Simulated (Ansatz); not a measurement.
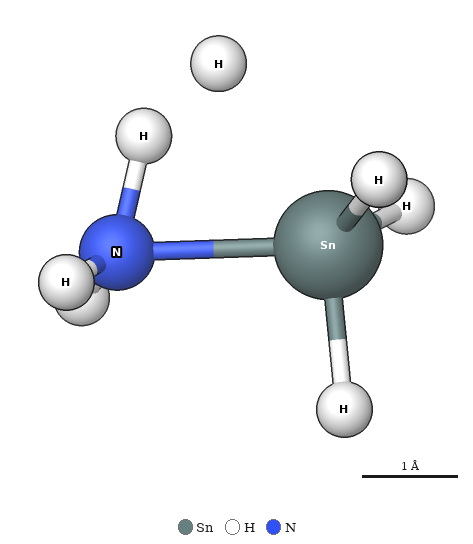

Fig. 1: The starting structure (ball-and-stick view, seen on its broad side). Sticks mark near contacts. Bond lengths as drawn: H–N 1.03 to 1.26 Å, H–Sn 1.71 to 1.75 Å and N–Sn 2.23 Å.

# Run report: SnNH7, molecular dynamics (part 1 of 5)

SnNH7, computed with RKS B3LYP/def2-SVP (Ansatz 0.2.0).

It belongs to a series of runs on one base structure; here: dynamics from the highest image of the converged band.

## What the program printed
```
Engine: ansatz 0.2.0, aarch64-unknown-linux-gnu
Functional definition: B3LYP
  parameter a0 = 0.2
  parameter ax = 0.72
  parameter ac = 0.81
  exchange = (1 - a0 - ax)*slater_x + ax*b88_x + a0*exact_x
  correlation = (1 - ac)*vwn_rpa_c + ac*lyp_c
914 factors; integrals over basis functions are off by at most 3.3e-4 eV
mean field evaluation 1: about -7428.2069 eV, gradient 5.1e1 eV
mean field evaluation 2: about -7415.0913 eV, gradient 8.6e1 eV
mean field evaluation 4: about -7433.5197 eV, gradient 1.5e0 eV
mean field evaluation 8: about -7433.5420 eV, gradient 1.4e-2 eV
mean field -7433.54203995 eV, -273.1776313324 hartree, gradient 6.6e-5 eV, S^2 0.000000; 0 other end points of the search recorded, 0 dependent functions left out
the calculation of the forces begins
reference -7433.54230360 eV, -273.1776410215 hartree; 18, 18 occupied and 57, 57 virtual orbitals, 914 factors
md step     0: t =     0.00 fs  T =   100.0 K  F+E_penalty+E_count = -7433.54203995 eV  E_kin = 0.090482 eV  conserved = -7433.45155795 eV  (23 SCF iters)
these checks for a lower state are left out or cut short: starts, cluster_reference, orbital_swaps, neighbouring_geometries, increment
914 factors; integrals over basis functions are off by at most 3.3e-4 eV
mean field evaluation 16: about -7433.5260 eV, gradient 1.5e-3 eV
mean field -7433.54044430 eV, -273.1775726935 hartree, gradient 7.8e-5 eV, S^2 0.000000; 0 other end points of the search recorded, 0 dependent functions left out
the calculation of the forces begins
reference -7433.54070795 eV, -273.1775823821 hartree; 18, 18 occupied and 57, 57 virtual orbitals, 914 factors
md step     1: t =     0.50 fs  T =    98.3 K  F+E_penalty+E_count = -7433.54044430 eV  E_kin = 0.088918 eV  conserved = -7433.45152628 eV  (25 SCF iters)
[... from here on the SCF iterations and repeated set-up lines of each step are left out, up to the last step ...]
md step     2: t =     1.00 fs  T =    93.6 K  F+E_penalty+E_count = -7433.53617442 eV  E_kin = 0.084730 eV  conserved = -7433.45144395 eV  (25 SCF iters)
md step     3: t =     1.50 fs  T =    87.5 K  F+E_penalty+E_count = -7433.53050412 eV  E_kin = 0.079162 eV  conserved = -7433.45134237 eV  (24 SCF iters)
md step     4: t =     2.00 fs  T =    81.5 K  F+E_penalty+E_count = -7433.52500121 eV  E_kin = 0.073738 eV  conserved = -7433.45126360 eV  (24 SCF iters)
md step     5: t =     2.50 fs  T =    77.0 K  F+E_penalty+E_count = -7433.52088575 eV  E_kin = 0.069647 eV  conserved = -7433.45123839 eV  (24 SCF iters)
md step     6: t =     3.00 fs  T =    74.4 K  F+E_penalty+E_count = -7433.51856235 eV  E_kin = 0.067293 eV  conserved = -7433.45126911 eV  (21 SCF iters)
md step     7: t =     3.50 fs  T =    73.2 K  F+E_penalty+E_count = -7433.51758203 eV  E_kin = 0.066253 eV  conserved = -7433.45132926 eV  (23 SCF iters)
md step     8: t =     4.00 fs  T =    72.6 K  F+E_penalty+E_count = -7433.51704082 eV  E_kin = 0.065661 eV  conserved = -7433.45138000 eV  (22 SCF iters)
md step     9: t =     4.50 fs  T =    71.6 K  F+E_penalty+E_count = -7433.51617118 eV  E_kin = 0.064780 eV  conserved = -7433.45139119 eV  (22 SCF iters)
md step    10: t =     5.00 fs  T =    70.1 K  F+E_penalty+E_count = -7433.51480953 eV  E_kin = 0.063456 eV  conserved = -7433.45135385 eV  (23 SCF iters)
md step    11: t =     5.50 fs  T =    68.8 K  F+E_penalty+E_count = -7433.51354506 eV  E_kin = 0.062265 eV  conserved = -7433.45127978 eV  (23 SCF iters)
md step    12: t =     6.00 fs  T =    68.9 K  F+E_penalty+E_count = -7433.51354596 eV  E_kin = 0.062353 eV  conserved = -7433.45119278 eV  (23 SCF iters)
md step    13: t =     6.50 fs  T =    71.9 K  F+E_penalty+E_count = -7433.51619215 eV  E_kin = 0.065074 eV  conserved = -7433.45111814 eV  (23 SCF iters)
md step    14: t =     7.00 fs  T =    79.1 K  F+E_penalty+E_count = -7433.52267709 eV  E_kin = 0.071602 eV  conserved = -7433.45107483 eV  (25 SCF iters)
md step    15: t =     7.50 fs  T =    91.3 K  F+E_penalty+E_count = -7433.53370688 eV  E_kin = 0.082636 eV  conserved = -7433.45107115 eV  (25 SCF iters)
md step    16: t =     8.00 fs  T =   108.6 K  F+E_penalty+E_count = -7433.54936965 eV  E_kin = 0.098266 eV  conserved = -7433.45110364 eV  (25 SCF iters)
md step    17: t =     8.50 fs  T =   130.5 K  F+E_penalty+E_count = -7433.56919645 eV  E_kin = 0.118038 eV  conserved = -7433.45115858 eV  (25 SCF iters)
md step    18: t =     9.00 fs  T =   156.0 K  F+E_penalty+E_count = -7433.59238971 eV  E_kin = 0.141173 eV  conserved = -7433.45121639 eV  (24 SCF iters)
md step    19: t =     9.50 fs  T =   184.4 K  F+E_penalty+E_count = -7433.61814769 eV  E_kin = 0.166889 eV  conserved = -7433.45125871 eV  (25 SCF iters)
md step    20: t =    10.00 fs  T =   215.2 K  F+E_penalty+E_count = -7433.64596707 eV  E_kin = 0.194690 eV  conserved = -7433.45127751 eV  (25 SCF iters)
md step    21: t =    10.50 fs  T =   248.1 K  F+E_penalty+E_count = -7433.67578199 eV  E_kin = 0.224500 eV  conserved = -7433.45128151 eV  (25 SCF iters)
md step    22: t =    11.00 fs  T =   283.5 K  F+E_penalty+E_count = -7433.70784584 eV  E_kin = 0.256553 eV  conserved = -7433.45129262 eV  (25 SCF iters)
md step    23: t =    11.50 fs  T =   321.7 K  F+E_penalty+E_count = -7433.74241118 eV  E_kin = 0.291082 eV  conserved = -7433.45132905 eV  (24 SCF iters)
md step    24: t =    12.00 fs  T =   362.6 K  F+E_penalty+E_count = -7433.77945487 eV  E_kin = 0.328071 eV  conserved = -7433.45138355 eV  (25 SCF iters)
md step    25: t =    12.50 fs  T =   406.0 K  F+E_penalty+E_count = -7433.81875276 eV  E_kin = 0.367333 eV  conserved = -7433.45141947 eV  (25 SCF iters)
md step    26: t =    13.00 fs  T =   452.0 K  F+E_penalty+E_count = -7433.86034206 eV  E_kin = 0.408939 eV  conserved = -7433.45140283 eV  (24 SCF iters)
md step    27: t =    13.50 fs  T =   501.3 K  F+E_penalty+E_count = -7433.90490634 eV  E_kin = 0.453554 eV  conserved = -7433.45135235 eV  (24 SCF iters)
md step    28: t =    14.00 fs  T =   554.9 K  F+E_penalty+E_count = -7433.95340816 eV  E_kin = 0.502061 eV  conserved = -7433.45134695 eV  (24 SCF iters)
md step    29: t =    14.50 fs  T =   612.8 K  F+E_penalty+E_count = -7434.00592788 eV  E_kin = 0.554473 eV  conserved = -7433.45145505 eV  (25 SCF iters)
md step    30: t =    15.00 fs  T =   673.1 K  F+E_penalty+E_count = -7434.06073066 eV  E_kin = 0.609079 eV  conserved = -7433.45165144 eV  (26 SCF iters)
md step    31: t =    15.50 fs  T =   732.6 K  F+E_penalty+E_count = -7434.11470303 eV  E_kin = 0.662877 eV  conserved = -7433.45182580 eV  (26 SCF iters)
md step    32: t =    16.00 fs  T =   788.2 K  F+E_penalty+E_count = -7434.16501818 eV  E_kin = 0.713142 eV  conserved = -7433.45187661 eV  (26 SCF iters)
md step    33: t =    16.50 fs  T =   838.7 K  F+E_penalty+E_count = -7434.21068810 eV  E_kin = 0.758902 eV  conserved = -7433.45178624 eV  (26 SCF iters)
md step    34: t =    17.00 fs  T =   885.6 K  F+E_penalty+E_count = -7434.25289012 eV  E_kin = 0.801274 eV  conserved = -7433.45161656 eV  (26 SCF iters)
md step    35: t =    17.50 fs  T =   931.2 K  F+E_penalty+E_count = -7434.29406463 eV  E_kin = 0.842605 eV  conserved = -7433.45146000 eV  (27 SCF iters)
md step    36: t =    18.00 fs  T =   978.2 K  F+E_penalty+E_count = -7434.33649848 eV  E_kin = 0.885105 eV  conserved = -7433.45139356 eV  (26 SCF iters)
md step    37: t =    18.50 fs  T =  1027.4 K  F+E_penalty+E_count = -7434.38111125 eV  E_kin = 0.929656 eV  conserved = -7433.45145543 eV  (26 SCF iters)
md step    38: t =    19.00 fs  T =  1077.8 K  F+E_penalty+E_count = -7434.42684979 eV  E_kin = 0.975214 eV  conserved = -7433.45163611 eV  (26 SCF iters)
md step    39: t =    19.50 fs  T =  1126.2 K  F+E_penalty+E_count = -7434.47086288 eV  E_kin = 1.018989 eV  conserved = -7433.45187346 eV  (26 SCF iters)
md step    40: t =    20.00 fs  T =  1168.7 K  F+E_penalty+E_count = -7434.50952659 eV  E_kin = 1.057472 eV  conserved = -7433.45205487 eV  (26 SCF iters)
md step    41: t =    20.50 fs  T =  1202.6 K  F+E_penalty+E_count = -7434.54022213 eV  E_kin = 1.088171 eV  conserved = -7433.45205151 eV  (26 SCF iters)
md step    42: t =    21.00 fs  T =  1228.4 K  F+E_penalty+E_count = -7434.56326540 eV  E_kin = 1.111461 eV  conserved = -7433.45180425 eV  (26 SCF iters)
md step    43: t =    21.50 fs  T =  1250.2 K  F+E_penalty+E_count = -7434.58264193 eV  E_kin = 1.131213 eV  conserved = -7433.45142883 eV  (26 SCF iters)
md step    44: t =    22.00 fs  T =  1274.2 K  F+E_penalty+E_count = -7434.60410303 eV  E_kin = 1.152904 eV  conserved = -7433.45119916 eV  (27 SCF iters)
md step    45: t =    22.50 fs  T =  1303.8 K  F+E_penalty+E_count = -7434.63105743 eV  E_kin = 1.179733 eV  conserved = -7433.45132476 eV  (27 SCF iters)
md step    46: t =    23.00 fs  T =  1337.1 K  F+E_penalty+E_count = -7434.66154621 eV  E_kin = 1.209823 eV  conserved = -7433.45172336 eV  (26 SCF iters)
md step    47: t =    23.50 fs  T =  1367.5 K  F+E_penalty+E_count = -7434.68947355 eV  E_kin = 1.237383 eV  conserved = -7433.45209046 eV  (26 SCF iters)
md step    48: t =    24.00 fs  T =  1389.1 K  F+E_penalty+E_count = -7434.70909839 eV  E_kin = 1.256913 eV  conserved = -7433.45218516 eV  (26 SCF iters)
md step    49: t =    24.50 fs  T =  1400.0 K  F+E_penalty+E_count = -7434.71873905 eV  E_kin = 1.266750 eV  conserved = -7433.45198896 eV  (26 SCF iters)
md step    50: t =    25.00 fs  T =  1403.1 K  F+E_penalty+E_count = -7434.72122552 eV  E_kin = 1.269580 eV  conserved = -7433.45164520 eV  (26 SCF iters)
md step    51: t =    25.50 fs  T =  1404.1 K  F+E_penalty+E_count = -7434.72178240 eV  E_kin = 1.270449 eV  conserved = -7433.45133364 eV  (26 SCF iters)
md step    52: t =    26.00 fs  T =  1408.1 K  F+E_penalty+E_count = -7434.72523322 eV  E_kin = 1.274047 eV  conserved = -7433.45118572 eV  (27 SCF iters)
md step    53: t =    26.50 fs  T =  1417.6 K  F+E_penalty+E_count = -7434.73388655 eV  E_kin = 1.282632 eV  conserved = -7433.45125492 eV  (27 SCF iters)
md step    54: t =    27.00 fs  T =  1431.4 K  F+E_penalty+E_count = -7434.74665952 eV  E_kin = 1.295149 eV  conserved = -7433.45151070 eV  (27 SCF iters)
md step    55: t =    27.50 fs  T =  1445.3 K  F+E_penalty+E_count = -7434.75959268 eV  E_kin = 1.307756 eV  conserved = -7433.45183659 eV  (28 SCF iters)
md step    56: t =    28.00 fs  T =  1454.1 K  F+E_penalty+E_count = -7434.76774131 eV  E_kin = 1.315689 eV  conserved = -7433.45205194 eV  (27 SCF iters)
md step    57: t =    28.50 fs  T =  1454.4 K  F+E_penalty+E_count = -7434.76799762 eV  E_kin = 1.316004 eV  conserved = -7433.45199392 eV  (27 SCF iters)
md step    58: t =    29.00 fs  T =  1447.6 K  F+E_penalty+E_count = -7434.76147012 eV  E_kin = 1.309807 eV  conserved = -7433.45166298 eV  (26 SCF iters)
md step    59: t =    29.50 fs  T =  1439.0 K  F+E_penalty+E_count = -7434.75331063 eV  E_kin = 1.302020 eV  conserved = -7433.45129097 eV  (25 SCF iters)
md step    60: t =    30.00 fs  T =  1434.5 K  F+E_penalty+E_count = -7434.74916976 eV  E_kin = 1.297995 eV  conserved = -7433.45117440 eV  (27 SCF iters)
md step    61: t =    30.50 fs  T =  1436.1 K  F+E_penalty+E_count = -7434.75083580 eV  E_kin = 1.299453 eV  conserved = -7433.45138301 eV  (27 SCF iters)
md step    62: t =    31.00 fs  T =  1440.6 K  F+E_penalty+E_count = -7434.75519718 eV  E_kin = 1.303495 eV  conserved = -7433.45170181 eV  (26 SCF iters)
md step    63: t =    31.50 fs  T =  1442.8 K  F+E_penalty+E_count = -7434.75734721 eV  E_kin = 1.305469 eV  conserved = -7433.45187777 eV  (26 SCF iters)
md step    64: t =    32.00 fs  T =  1439.6 K  F+E_penalty+E_count = -7434.75439544 eV  E_kin = 1.302563 eV  conserved = -7433.45183291 eV  (27 SCF iters)
md step    65: t =    32.50 fs  T =  1431.4 K  F+E_penalty+E_count = -7434.74681470 eV  E_kin = 1.295163 eV  conserved = -7433.45165158 eV  (27 SCF iters)
md step    66: t =    33.00 fs  T =  1421.1 K  F+E_penalty+E_count = -7434.73729195 eV  E_kin = 1.285828 eV  conserved = -7433.45146385 eV  (26 SCF iters)
md step    67: t =    33.50 fs  T =  1411.7 K  F+E_penalty+E_count = -7434.72872730 eV  E_kin = 1.277359 eV  conserved = -7433.45136781 eV  (26 SCF iters)
md step    68: t =    34.00 fs  T =  1405.0 K  F+E_penalty+E_count = -7434.72263855 eV  E_kin = 1.271231 eV  conserved = -7433.45140800 eV  (27 SCF iters)
md step    69: t =    34.50 fs  T =  1400.1 K  F+E_penalty+E_count = -7434.71842076 eV  E_kin = 1.266848 eV  conserved = -7433.45157246 eV  (26 SCF iters)
md step    70: t =    35.00 fs  T =  1394.5 K  F+E_penalty+E_count = -7434.71356309 eV  E_kin = 1.261777 eV  conserved = -7433.45178564 eV  (27 SCF iters)
md step    71: t =    35.50 fs  T =  1384.8 K  F+E_penalty+E_count = -7434.70489994 eV  E_kin = 1.252986 eV  conserved = -7433.45191345 eV  (26 SCF iters)
md step    72: t =    36.00 fs  T =  1369.2 K  F+E_penalty+E_count = -7434.69071105 eV  E_kin = 1.238888 eV  conserved = -7433.45182312 eV  (27 SCF iters)
md step    73: t =    36.50 fs  T =  1349.6 K  F+E_penalty+E_count = -7434.67265590 eV  E_kin = 1.221148 eV  conserved = -7433.45150814 eV  (27 SCF iters)
md step    74: t =    37.00 fs  T =  1331.2 K  F+E_penalty+E_count = -7434.65568932 eV  E_kin = 1.204516 eV  conserved = -7433.45117332 eV  (27 SCF iters)
md step    75: t =    37.50 fs  T =  1319.3 K  F+E_penalty+E_count = -7434.64488241 eV  E_kin = 1.193773 eV  conserved = -7433.45110924 eV  (26 SCF iters)
md step    76: t =    38.00 fs  T =  1314.9 K  F+E_penalty+E_count = -7434.64116065 eV  E_kin = 1.189764 eV  conserved = -7433.45139656 eV  (27 SCF iters)
md step    77: t =    38.50 fs  T =  1313.4 K  F+E_penalty+E_count = -7434.64017207 eV  E_kin = 1.188375 eV  conserved = -7433.45179675 eV  (26 SCF iters)
md step    78: t =    39.00 fs  T =  1308.3 K  F+E_penalty+E_count = -7434.63577123 eV  E_kin = 1.183778 eV  conserved = -7433.45199353 eV  (24 SCF iters)
md step    79: t =    39.50 fs  T =  1296.2 K  F+E_penalty+E_count = -7434.62474055 eV  E_kin = 1.172872 eV  conserved = -7433.45186880 eV  (27 SCF iters)
md step    80: t =    40.00 fs  T =  1278.9 K  F+E_penalty+E_count = -7434.60872608 eV  E_kin = 1.157193 eV  conserved = -7433.45153299 eV  (27 SCF iters)
md step    81: t =    40.50 fs  T =  1261.6 K  F+E_penalty+E_count = -7434.59270438 eV  E_kin = 1.141512 eV  conserved = -7433.45119198 eV  (24 SCF iters)
md step    82: t =    41.00 fs  T =  1249.8 K  F+E_penalty+E_count = -7434.58185753 eV  E_kin = 1.130840 eV  conserved = -7433.45101720 eV  (24 SCF iters)
md step    83: t =    41.50 fs  T =  1246.4 K  F+E_penalty+E_count = -7434.57886763 eV  E_kin = 1.127783 eV  conserved = -7433.45108448 eV  (24 SCF iters)
md step    84: t =    42.00 fs  T =  1250.3 K  F+E_penalty+E_count = -7434.58267991 eV  E_kin = 1.131316 eV  conserved = -7433.45136364 eV  (24 SCF iters)
md step    85: t =    42.50 fs  T =  1256.9 K  F+E_penalty+E_count = -7434.58897230 eV  E_kin = 1.137240 eV  conserved = -7433.45173228 eV  (24 SCF iters)
md step    86: t =    43.00 fs  T =  1260.1 K  F+E_penalty+E_count = -7434.59212636 eV  E_kin = 1.140122 eV  conserved = -7433.45200477 eV  (24 SCF iters)
md step    87: t =    43.50 fs  T =  1255.7 K  F+E_penalty+E_count = -7434.58815147 eV  E_kin = 1.136149 eV  conserved = -7433.45200227 eV  (24 SCF iters)
md step    88: t =    44.00 fs  T =  1244.1 K  F+E_penalty+E_count = -7434.57737348 eV  E_kin = 1.125695 eV  conserved = -7433.45167811 eV  (24 SCF iters)
md step    89: t =    44.50 fs  T =  1230.9 K  F+E_penalty+E_count = -7434.56497121 eV  E_kin = 1.113750 eV  conserved = -7433.45122133 eV  (26 SCF iters)
md step    90: t =    45.00 fs  T =  1223.5 K  F+E_penalty+E_count = -7434.55797494 eV  E_kin = 1.107005 eV  conserved = -7433.45097026 eV  (27 SCF iters)
md step    91: t =    45.50 fs  T =  1225.8 K  F+E_penalty+E_count = -7434.56022519 eV  E_kin = 1.109114 eV  conserved = -7433.45111106 eV  (26 SCF iters)
md step    92: t =    46.00 fs  T =  1235.8 K  F+E_penalty+E_count = -7434.56963847 eV  E_kin = 1.118145 eV  conserved = -7433.45149360 eV  (26 SCF iters)
md step    93: t =    46.50 fs  T =  1247.3 K  F+E_penalty+E_count = -7434.58035806 eV  E_kin = 1.128550 eV  conserved = -7433.45180794 eV  (26 SCF iters)
md step    94: t =    47.00 fs  T =  1254.9 K  F+E_penalty+E_count = -7434.58734724 eV  E_kin = 1.135474 eV  conserved = -7433.45187298 eV  (26 SCF iters)
md step    95: t =    47.50 fs  T =  1257.2 K  F+E_penalty+E_count = -7434.58926654 eV  E_kin = 1.137551 eV  conserved = -7433.45171585 eV  (26 SCF iters)
md step    96: t =    48.00 fs  T =  1256.4 K  F+E_penalty+E_count = -7434.58826391 eV  E_kin = 1.136797 eV  conserved = -7433.45146730 eV  (26 SCF iters)
md step    97: t =    48.50 fs  T =  1256.4 K  F+E_penalty+E_count = -7434.58802835 eV  E_kin = 1.136771 eV  conserved = -7433.45125715 eV  (25 SCF iters)
md step    98: t =    49.00 fs  T =  1260.5 K  F+E_penalty+E_count = -7434.59172018 eV  E_kin = 1.140546 eV  conserved = -7433.45117371 eV  (26 SCF iters)
md step    99: t =    49.50 fs  T =  1270.2 K  F+E_penalty+E_count = -7434.60052430 eV  E_kin = 1.149268 eV  conserved = -7433.45125633 eV  (27 SCF iters)
md step   100: t =    50.00 fs  T =  1283.8 K  F+E_penalty+E_count = -7434.61304437 eV  E_kin = 1.161564 eV  conserved = -7433.45148030 eV  (27 SCF iters)
md step   101: t =    50.50 fs  T =  1297.5 K  F+E_penalty+E_count = -7434.62577704 eV  E_kin = 1.174039 eV  conserved = -7433.45173756 eV  (27 SCF iters)
md step   102: t =    51.00 fs  T =  1307.5 K  F+E_penalty+E_count = -7434.63487304 eV  E_kin = 1.183014 eV  conserved = -7433.45185927 eV  (27 SCF iters)
md step   103: t =    51.50 fs  T =  1311.8 K  F+E_penalty+E_count = -7434.63869003 eV  E_kin = 1.186959 eV  conserved = -7433.45173108 eV  (27 SCF iters)
md step   104: t =    52.00 fs  T =  1312.9 K  F+E_penalty+E_count = -7434.63938102 eV  E_kin = 1.187948 eV  conserved = -7433.45143342 eV  (27 SCF iters)
md step   105: t =    52.50 fs  T =  1315.5 K  F+E_penalty+E_count = -7434.64152240 eV  E_kin = 1.190288 eV  conserved = -7433.45123432 eV  (27 SCF iters)
md step   106: t =    53.00 fs  T =  1322.7 K  F+E_penalty+E_count = -7434.64812745 eV  E_kin = 1.196793 eV  conserved = -7433.45133411 eV  (28 SCF iters)
md step   107: t =    53.50 fs  T =  1333.0 K  F+E_penalty+E_count = -7434.65774947 eV  E_kin = 1.206111 eV  conserved = -7433.45163807 eV  (27 SCF iters)
md step   108: t =    54.00 fs  T =  1341.7 K  F+E_penalty+E_count = -7434.66583939 eV  E_kin = 1.213972 eV  conserved = -7433.45186738 eV  (28 SCF iters)
md step   109: t =    54.50 fs  T =  1345.0 K  F+E_penalty+E_count = -7434.66882061 eV  E_kin = 1.216972 eV  conserved = -7433.45184908 eV  (27 SCF iters)
md step   110: t =    55.00 fs  T =  1343.0 K  F+E_penalty+E_count = -7434.66677219 eV  E_kin = 1.215145 eV  conserved = -7433.45162681 eV  (27 SCF iters)
md step   111: t =    55.50 fs  T =  1339.0 K  F+E_penalty+E_count = -7434.66292956 eV  E_kin = 1.211567 eV  conserved = -7433.45136235 eV  (27 SCF iters)
md step   112: t =    56.00 fs  T =  1337.4 K  F+E_penalty+E_count = -7434.66128626 eV  E_kin = 1.210083 eV  conserved = -7433.45120319 eV  (27 SCF iters)
md step   113: t =    56.50 fs  T =  1340.7 K  F+E_penalty+E_count = -7434.66427390 eV  E_kin = 1.213053 eV  conserved = -7433.45122062 eV  (27 SCF iters)
md step   114: t =    57.00 fs  T =  1348.5 K  F+E_penalty+E_count = -7434.67158593 eV  E_kin = 1.220183 eV  conserved = -7433.45140312 eV  (27 SCF iters)
md step   115: t =    57.50 fs  T =  1357.9 K  F+E_penalty+E_count = -7434.68033815 eV  E_kin = 1.228669 eV  conserved = -7433.45166937 eV  (27 SCF iters)
md step   116: t =    58.00 fs  T =  1364.4 K  F+E_penalty+E_count = -7434.68638831 eV  E_kin = 1.234503 eV  conserved = -7433.45188517 eV  (25 SCF iters)
md step   117: t =    58.50 fs  T =  1364.5 K  F+E_penalty+E_count = -7434.68649040 eV  E_kin = 1.234588 eV  conserved = -7433.45190284 eV  (27 SCF iters)
md step   118: t =    59.00 fs  T =  1358.2 K  F+E_penalty+E_count = -7434.68056533 eV  E_kin = 1.228914 eV  conserved = -7433.45165106 eV  (27 SCF iters)
```
